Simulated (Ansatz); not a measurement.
## AgF (model cell, started as NiAs type): phonons and vibrational spectra

The cell of AgF (model cell, started as NiAs type) is at rest. What are its phonons? After the zone centre comes a 3×3×2 q mesh on a 15×15×6 k mesh.

Method: DFT PBEsol, scalar-relativistic, plane waves, PAW, in Ansatz 0.2.0.

The structure was built from a prototype and need not be the compound's stable phase.

**1. The structure**

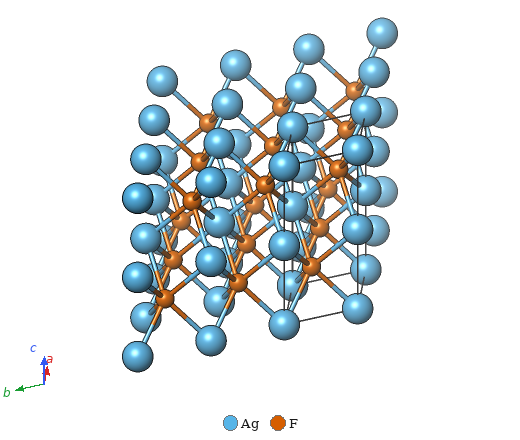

Start, viewed from a free direction; silver blue, fluorine orange. 3×3×1 cells are drawn. Bonds to atoms that aren't drawn are left out. Some periodic images of atoms are drawn too.

As a file:

```cif
data_structure
_symmetry_space_group_name_H-M 'P6_3/mmc'
_symmetry_Int_Tables_number 194
_cell_length_a 3.0381
_cell_length_b 3.0381
_cell_length_c 6.8620
_cell_angle_alpha 90.000
_cell_angle_beta 90.000
_cell_angle_gamma 120.000
_cell_volume 54.85
loop_
_atom_site_label
_atom_site_type_symbol
_atom_site_symmetry_multiplicity
_atom_site_Wyckoff_symbol
_atom_site_fract_x
_atom_site_fract_y
_atom_site_fract_z
_atom_site_occupancy
Ag1 Ag 2 a 0.00000 0.00000 0.00000 1
F1 F 2 c 0.33333 0.66667 0.25000 1
```

**2. Linear response at the zone centre**

The cell comes from relaxations at this level that are not shown. The zone centre comes first: it holds the modes that light can see, as far as symmetry allows. No field response is asked, since the mesh shows no gap.

input.yaml reads:

```yaml
crystal:
  lattice:
    - [3.0380659028, 2.5779e-06, 0.0]
    - [-1.5190351839, 2.6310409612, 0.0]
    - [0.0, 0.0, 6.8619586866]
  atoms:
    - { symbol: Ag, position: [0.0, 0.0, 0.0] }
    - { symbol: Ag, position: [0.0, 0.0, 0.5] }
    - { symbol: F, position: [0.3333333333, 0.6666666667, 0.25] }
    - { symbol: F, position: [0.6666666667, 0.3333333333, 0.75] }
kpoints:
  mp_grid: { grid: [15, 15, 6] }
hamiltonian:
  xc: pbesol
scf:
  occupations: { method: methfessel_paxton, width: 0.2 }
output:
  eigenvalues: true
phonons:
  method: dfpt
```

Launch:

```console
> ansatz run input.yaml --threads 4 --pin off --max-ram 7168MiB --backend cpu --events-out ev --progress --plain --runs-dir out
```

Numbers of over 12 decimals in the logs are rounded to 6 here.

Log:

```text
Engine: ansatz 0.2.0, x86_64-unknown-linux-gnu
Pseudopotentials: kind: paw
Pseudopotential: Ag, paw, valence charge 19, recommended cutoff 420 eV (normal), Ag.paw.azcp
Pseudopotential: F, paw, valence charge 7, recommended cutoff 420 eV (normal), F.paw.azcp
Functional definition: PBEsol
  exchange = pbesol_x
  correlation = pbesol_c
Crystal: 4 atoms, lattice volume = 54.850 Å³
Basis set: ecut = 420 eV, 1079 PW (Γ), exchange–correlation on 48×48×96 points (8 copies of the dense FFT grid, shifted against one another)
Bands: 32, of which v1, the nominal top of the filled ones, is band 26 counted from 1 (25 counted from 0)
Symmetry: 24 space group operations
k-points: 368 of 1350 (irreducible under 2 space group operations, time reversal used)
Non-local potential: Ag, projectors of the file, l = 0: 3, l = 1: 2, l = 2: 2, l = 3: 1
Non-local potential: F, projectors of the file, l = 0: 2, l = 1: 2, l = 2: 1
PAW form: soft (Blöchl's): semilocal exchange-correlation on the pseudo side does not see the compensation charge
PAW frozen core: Ag, regenerated for the run's functional, and the local potential with it (the file was generated under x = pbe(κ = 0.804, μ = 0.219515), c = pbe(β = 0.066725))
PAW frozen core: F, regenerated for the run's functional, and the local potential with it (the file was generated under x = pbe(κ = 0.804, μ = 0.219515), c = pbe(β = 0.066725))
PAW one-centre angular grid: Ag, 590 points (default); XC on 64 Gauss nodes
PAW one-centre angular grid: F, 110 points (default); XC on 64 Gauss nodes
Initial density: superposition of atomic densities (neutral atoms: chi_scale 0, normalization atom), corrected by the library's trained network
Initial wavefunctions: pseudopotential atomic-orbital guess
Functional: x = pbesol(κ = 0.804, μ = 0.123457), c = pbesol(β = 0.046)
SCF iter   1: F=—  HF=-16643.177061 eV  |F-HF|=—  |Δ(HF+E_count)|=         —  Δρ=1.76e-2  dr2=1.19e-1  ethr=1.77e-3  ⟨swp⟩=4.7  Hψ=39663  notcnv=0
preconditioner: auto → LDOS  [metal: Δε(μ)=0.059 eV  Ē_g=13.144 eV  σ=0.200 eV  W_gap=0.25  n_scr=22 (ndim 8)  ℏωp=30.1 eV  f_vac=0.034  D(μ)=1.24/eV (n_scr^D=4)  β→1.0]
SCF iter   2: F=—  HF=-16643.212151 eV  |F-HF|=—  |Δ(HF+E_count)|=   3.51e-2  S|Δr|=    0.00e0  Δρ=2.42e-2  dr2=2.12e-1  ethr=2.29e-4  ⟨swp⟩=2.0  Hψ=25192  notcnv=0  defer=566
SCF iter   3: F=—  HF=-16643.152156 eV  |F-HF|=—  |Δ(HF+E_count)|=   6.00e-2  S|Δr|=    0.00e0  Δρ=7.62e-3  dr2=2.05e-2  ethr=2.29e-4  ⟨swp⟩=2.2  Hψ=17140  notcnv=0  defer=566
SCF iter   4: F=—  HF=-16643.145713 eV  |F-HF|=—  |Δ(HF+E_count)|=   6.44e-3  S|Δr|=    0.00e0  Δρ=5.95e-4  dr2=1.80e-4  ethr=3.95e-5  ⟨swp⟩=2.0  Hψ=17082  notcnv=0  defer=566
SCF iter   5: F=—  HF=-16643.145679 eV  |F-HF|=—  |Δ(HF+E_count)|=   3.48e-5  S|Δr|=    0.00e0  Δρ=7.19e-5  dr2=1.10e-6  ethr=3.46e-7  ⟨swp⟩=2.2  Hψ=18003  notcnv=0  defer=566
SCF iter   6: F=—  HF=-16643.145669 eV  |F-HF|=—  |Δ(HF+E_count)|=   9.49e-6  S|Δr|=    0.00e0  Δρ=6.76e-6  dr2=1.78e-8  ethr=2.11e-9  ⟨swp⟩=2.0  Hψ=18302  notcnv=0  defer=524
SCF iter   7: F=—  HF=-16643.145669 eV  |F-HF|=—  |Δ(HF+E_count)|=  1.27e-10  S|Δr|=    0.00e0  Δρ=7.60e-7  dr2=2.08e-10  ethr=3.42e-11  ⟨swp⟩=2.2  Hψ=15987  notcnv=0  defer=518
SCF iter   8: F=-16643.145669 eV  HF=-16643.145669 eV  |F-HF|=0.00e0  |Δ(HF+E_count)|=  7.28e-12  S|Δr|=    0.00e0  Δρ=7.76e-8  dr2=1.01e-12  ethr=1.00e-12  ⟨swp⟩=9.2  Hψ=55543  notcnv=0
SCF 1 converged in 8 iterations: F = -16643.145669 eV  dr2 = 1.01e-12
  greatest PAW one-centre occupation: 1.001 electrons in one spin orbital (limit 2), on the Ag atom at site 1 (counted from 0), in its partial waves of l = 0
DFPT response loops at Γ: preconditioner auto → Kerker (q_TF=auto, 2.704 Å⁻¹) (partly filled bands, converged f_vac=0.031); β = 1.00, the filter's whole step (`scf.mixing.beta` (0.50) is not read by the response loops under this deck's `scf.mixing.preconditioner`; to damp them name `kerker` or `kerker_dos`, under which they read `scf.mixing.beta`, and type it under 1.00, their step now; both keys bind the ground state too); Broyden in place of MSR1
SCF converged after 8 iterations
Stability not checked: this state was not tested for a lower state beside it, because cold or Methfessel-Paxton smearing, or corrected tetrahedra, fill the levels in a way that the test cannot read (fill_not_monotonic; see scf.lower_state_search)
Free energy (F): -16643.145669 eV
Harris-Foulkes:  -16643.145669 eV  (|F-HF|=0.00e0)
Internal energy: -16643.152227 eV  (E = F + TS)
E sigma→0 (E₀):  -16643.147308 eV
Entropy (-TS):   0.006557 eV (1.639 meV/atom)
Fermi energy:    10.301415 eV
--- Per-component energies (eV) ---
  E_band       = -625.256868
  E_kinetic    = 1465.817424
  E_local      = -5894.791751  (includes V_loc(G=0)·N_el)
  E_nonlocal   = 321.254040
  E_hartree    = 2555.269447
  E_xc         = -519.751237
  E_vxc        = -665.066560  (∫ρ·V_xc dr)
  E_paw        = -8062.253916  (= ΣΔE_a)
  E_vpaw       = -963.013296  (= ΣTr[D̂ρ^β])
  E_aug_tail   = 0.004373  (compensation charges beyond the density's cutoff)
  E_ewald      = -6509.430968
  E_core_change = 0.730363  (= ΣΔE_core)
  E_smearing   = 0.006557  (= −TS)
  E_closure    = 0.000000  (closes the sum)
  Σ components = -16643.145669   (vs F -16643.145669, Δ=0.00e0)
--- Band table (eV; the first three rows and the last of 368) ---
  k-point 0: bands = [... 22 lower, 9.0142, 9.0142, 9.7516, 9.7525, 9.7525, 14.2040, 15.7915, 22.9835, ... 2 higher]
  k-point 1: bands = [... 22 lower, 9.0560, 9.0560, 9.7046, 9.7046, 9.9817, 13.5348, 16.5340, 22.1055, ... 2 higher]
  k-point 2: bands = [... 22 lower, 9.1862, 9.1862, 9.5700, 9.5700, 10.6024, 12.4864, 17.8052, 20.6660, ... 2 higher]
  k-point 367: bands = [... 22 lower, 9.3964, 9.4974, 9.5789, 10.0815, 14.3586, 15.4186, 19.9223, 20.3645, ... 2 higher]
--- Phonons (Γ-DFPT): 4 representative perturbations + reference, on 368 of 1350 k-points (Σ response iterations 14) ---
  k mesh reduced under 2 symmetry operations, with k and −k counted as one. Each operation leaves every solved perturbation unchanged. A smaller set is not used because it would not reduce the number of displacements times k-points to solve
  ASR residual: 6.095e-5 → 0.000e0 eV/Å²; symmetrization residual: 1.323e-4 eV/Å²
  ASR residual per site (eV/Å²): 1.99e-5 1.99e-5 6.10e-5 6.10e-5
  Γ frequencies (cm⁻¹): -26.41 -26.41 0.00 0.00 0.00 40.58 40.58 116.10 116.10 164.11 258.48 314.38
  non-analytic LO–TO correction: not included (Born effective charges unavailable; polar crystals: no LO–TO splitting at Γ)
```

Wall time 50 s (4 threads of Intel Xeon 6975P-C (Granite Rapids), shared host); peak memory 1.9 GiB.

Reading the cycles: dr2 is the Hartree energy of the density residual (eV), the measure of convergence; HF is the Harris–Foulkes estimate of the energy, which meets the free energy F at convergence.

This step gave:

* volume per atom: 13.71 Å³
* gap on the k-mesh: 0 eV
* sum-rule residual before enforcement: 6.10e-5 eV/Å²
* point group: 6/mmm
* highest optical mode at the zone centre (no LO-TO term): 314.4 cm⁻¹
* lowest optical zone-centre mode: -26.41 cm⁻¹

Patterns of degenerate modes are one choice out of their space. The modes at Γ (shares of kinetic energy by element, %) (negative means imaginary):

```csv
mode,frequency (cm⁻¹),symmetry,Ag %,F %
1,-26.4,E2g,0,100
2,-26.4,E2g,0,100
3,0.0,acoustic,85,15
4,0.0,acoustic,85,15
5,0.0,acoustic,85,15
6,40.6,E2u,100,0
7,40.6,E2u,100,0
8,116.1,E1u,15,85
9,116.1,E1u,15,85
10,164.1,B2u,100,0
11,258.5,A2u,15,85
12,314.4,B1g,0,100
```

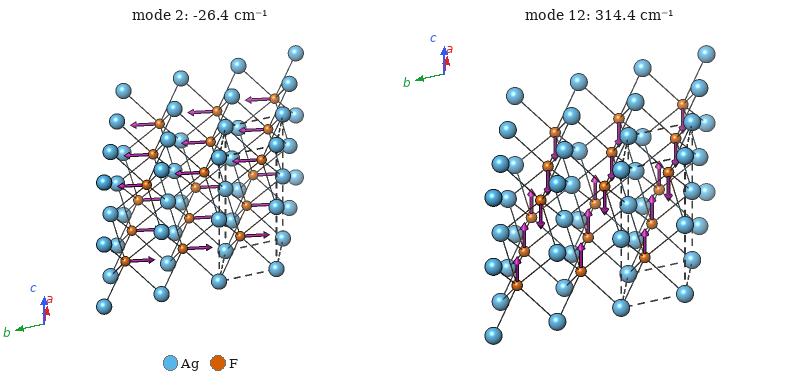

Displacement patterns of modes 2 and 12 at Γ; arrows are exaggerated. Bonds to atoms that aren't drawn are left out. 3×3×1 cells are drawn. Some periodic images of atoms are drawn too.

Before it was imposed, the acoustic sum rule was missed by 6.1e-5 eV/Å². Small misses are needed for a sound result but don't prove that mesh and cutoff are converged. The lowest optical mode is imaginary, 26.4i cm⁻¹, so the energy falls along it.

**3. Phonons on a q mesh**

Stability and thermal properties need the whole zone. Linear response on a 3×3×2 q mesh gives force constants as far as a supercell of that size would.

Edit input.yaml of step 2 so:

```diff
@@ -20 +20,9 @@
   method: dfpt
+  qmesh: [3, 3, 2]
+  temperatures: { t_max: 1000, t_step: 50 }
+  qpath:
+    path:
+      - [[0.0, 0.0, 0.0], [0.5, 0.0, 0.0], [0.33333333, 0.33333333, 0.0], [0.0, 0.0, 0.0], [0.0, 0.0, 0.5], [0.5, 0.0, 0.5], [0.33333333, 0.33333333, 0.5], [0.0, 0.0, 0.5]]
+      - [[0.5, 0.0, 0.5], [0.5, 0.0, 0.0]]
+      - [[0.33333333, 0.33333333, 0.5], [0.33333333, 0.33333333, 0.0]]
+    npoints: 10
```

Log:

```text
Warning: phonons: the dynamical matrix that this run interpolates holds no multipole term above the dipole-dipole one, and a site of this crystal is no centre of inversion, so its interpolated transverse optical and acoustic branches and sound speeds can stay off near Gamma, and the density of states and the thermodynamics with them. What a run solves at a wave vector of phonons.qpoints, Gamma apart, where the deck admits one, is free of this, and under fd what a larger phonons.supercell samples
[...]
Crystal: 4 atoms, lattice volume = 54.850 Å³
Basis set: ecut = 420 eV, 1079 PW (Γ), exchange–correlation on 48×48×96 points (8 copies of the dense FFT grid, shifted against one another)
Bands: 32, of which v1, the nominal top of the filled ones, is band 26 counted from 1 (25 counted from 0)
Symmetry: 24 space group operations
k-points: 108 of 1350
[...]
SCF iter   1: F=—  HF=-16643.177056 eV  |F-HF|=—  |Δ(HF+E_count)|=         —  Δρ=1.76e-2  dr2=1.19e-1  ethr=1.77e-3  ⟨swp⟩=4.7  Hψ=11685  notcnv=0
[...]
SCF iter   8: F=-16643.145669 eV  HF=-16643.145669 eV  |F-HF|=3.64e-12  |Δ(HF+E_count)|=  3.64e-12  S|Δr|=    0.00e0  Δρ=7.69e-8  dr2=9.85e-13  ethr=1.00e-12  ⟨swp⟩=9.2  Hψ=16382  notcnv=0
SCF 1 converged in 8 iterations: F = -16643.145669 eV  dr2 = 9.85e-13
[...]
iter 1 solved again at ethr=6.20e-9 eV; its pass at ethr=3.10e-3 eV (dr2=3.23e-6 eV) is discarded
SCF iter   1: F=—  HF=-16643.145669 eV  |F-HF|=—  |Δ(HF+E_count)|=         —  Δρ=1.97e-7  dr2=1.19e-11  ethr=6.20e-9  ⟨swp⟩=3.7  Hψ=21308  notcnv=0
eigensolver tolerance schedule: the retry pair's looser diagonalisation over-reported the residual by 270894.67 of it (diagonalisation noise at 1.18 of the residual, at the tolerance the schedule requests for it); recorded, not acted on — ethr = c·dr2/N_el stays at c = 1.0e-1
[...]
SCF iter   2: F=—  HF=-16643.145669 eV  |F-HF|=—  |Δ(HF+E_count)|=   1.03e-9  S|Δr|=    0.00e0  Δρ=3.94e-7  dr2=5.42e-11  ethr=1.00e-12  ⟨swp⟩=2.3  Hψ=6320  notcnv=0
SCF iter   3: F=-16643.145669 eV  HF=-16643.145669 eV  |F-HF|=7.28e-12  |Δ(HF+E_count)|=  2.18e-11  S|Δr|=    0.00e0  Δρ=1.11e-7  dr2=3.93e-12  ethr=1.00e-12  ⟨swp⟩=2.9  Hψ=10093  notcnv=0
SCF 2 converged in 3 iterations: F = -16643.145669 eV  dr2 = 3.93e-12
phonons: the bands overlap, so this run is a metal and interpolates without the dipole-dipole term. If the crystal is really an insulator or semiconductor, its LO-TO splitting is missing
NSCF: frozen V_eff on 108 k-points
[...]
DFPT response loops at q = (0, 0, 0) (fractional): preconditioner auto → Kerker (q_TF=auto, 2.704 Å⁻¹) (partly filled bands, converged f_vac=0.031); β = 1.00, the filter's whole step (`scf.mixing.beta` (0.50) is not read by the response loops under this deck's `scf.mixing.preconditioner`; to damp them name `kerker` or `kerker_dos`, under which they read `scf.mixing.beta`, and type it under 1.00, their step now; both keys bind the ground state too); Broyden in place of MSR1
[...]
SCF converged after 8 iterations
[...]
Free energy (F): -16643.145669 eV
[...]
Internal energy: -16643.152227 eV  (E = F + TS)
E sigma→0 (E₀):  -16643.147308 eV
Entropy (-TS):   0.006557 eV (1.639 meV/atom)
Fermi energy:    10.301415 eV
[...]
--- Band table (eV; the first three rows and the last of 108) ---
  k-point 0: bands = [... 22 lower, 9.0142, 9.0142, 9.7516, 9.7525, 9.7525, 14.2040, 15.7915, 22.9835, ... 2 higher]
  k-point 1: bands = [... 22 lower, 9.0560, 9.0560, 9.7046, 9.7046, 9.9817, 13.5348, 16.5340, 22.1055, ... 2 higher]
  k-point 2: bands = [... 22 lower, 9.1862, 9.1862, 9.5700, 9.5700, 10.6024, 12.4864, 17.8052, 20.6660, ... 2 higher]
  k-point 107: bands = [... 22 lower, 9.1893, 9.1893, 10.2581, 10.2581, 17.9408, 17.9408, 18.1088, 18.1088, ... 2 higher]
--- Phonons (Γ-DFPT): 4 representative perturbations + reference (Σ response iterations 14) ---
  ASR residual: 5.151e-5 → 0.000e0 eV/Å²; symmetrization residual: 2.884e-6 eV/Å²
  ASR residual per site (eV/Å²): 2.44e-5 2.44e-5 5.15e-5 5.15e-5
[...]
--- Phonons (arbitrary-q DFPT): 6 irreducible q on the 3×3×2 mesh ---
  q = [0.0000, 0.0000, 0.0000] (star 1, of the zone-centre solve; hermiticity 7.87e-7, symmetrization 1.32e-7): -26.44 -26.44 -0.00 0.00 0.00 40.58 40.58 116.09 116.09 164.11 258.48 314.38
  q = [0.0000, 0.0000, -0.5000] (star 1, 4 solved perturbations in 1382 linear systems a pass and spin channel, the states on 676 of 1350 k-point pairs; hermiticity 6.06e-7, symmetrization 1.14e-7): -21.53 -21.53 -21.53 -21.53 82.31 82.31 82.31 82.31 111.13 111.13 296.54 296.54
[...]
sum rule: each row above includes the acoustic sum rule's correction from the zone centre's row sums; it moved no ω² by more than (0.86 cm⁻¹)²
  mesh force constants: q→R imaginary residual 1.17e-16; ASR residual 5.151e-5 → 0.000e0 eV/Å²; symmetrization residual 2.665e-15 eV/Å²
  interpolated dispersion: 93 rows × 12 modes
  density of states and harmonic sums: on the 24×24×10 q-mesh, interpolated from the force constants of a 3×3×2 supercell (no non-analytic term)
  largest difference from the sums on the solved wave vectors: F 1.19e-1 eV, S 1.51e-4 and C_V 3.23e-5 eV/K
  zero-point energy: 0.090728 eV/cell   skipped modes (ω ≤ 0): 371, of them read as no rigid motion or as one in doubt: 368 (9.047e-1 modes/cell left out, lowest -37.30 cm⁻¹)   left out of the sums: 7.54e-2 of the cell's modes: C_V's classical limit lies that fraction below 3 k_B per atom; for a crystal, a wire or a layer, F and S can be off by more, and a phonons.interpolated_qmesh denser along its periods is the remedy for the sampling
```

Elapsed: 9.5 min, on 4 threads; peak memory 4.7 GiB.

Numbers from this step:

- sum-rule residual before enforcement: 5.15e-5 eV/Å²
- lowest frequency on the path: -37.28 cm⁻¹
- highest frequency on the path or at a solved wavevector: 314.4 cm⁻¹
- lowest optical zone-centre mode: -26.44 cm⁻¹
- lowest mode on the q mesh (acoustic modes at Γ apart): -35.71 cm⁻¹

Frequencies (cm⁻¹) solved at each irreducible wavevector; negative means imaginary. Frequencies by wavevector, by row:

```csv
q in reciprocal lattice units,star,mode 1,mode 2,mode 3,mode 4,mode 10,mode 11,mode 12
0 0 0,1,-26.4,-26.4,0,0,164.1,258.5,314.4
0 0 -0.5,1,-21.5,-21.5,-21.5,-21.5,111.1,296.5,296.5
0 0.3333 0,6,-20.2,36.2,50.4,59.7,216,222,261.2
0 0.3333 -0.5,6,36.4,36.4,42.6,42.6,211.3,239.3,239.3
0.3333 0.3333 0,2,-35.7,-35.7,74.6,80.7,202.1,218.3,225.6
0.3333 0.3333 -0.5,2,-35.6,-35.6,76.6,76.6,220,229.5,229.5
```

[end of part 1 of 2]

[Logs are printed without paths, hosts, clocks, repeated set-up lines and the standing remarks that a program may print on its own settings, such as how far it seeks lower states.]

[Hosts, paths, dates, database ids (printed as entryN), source tags and the programs' standing remarks are cut or masked in the printed files.]
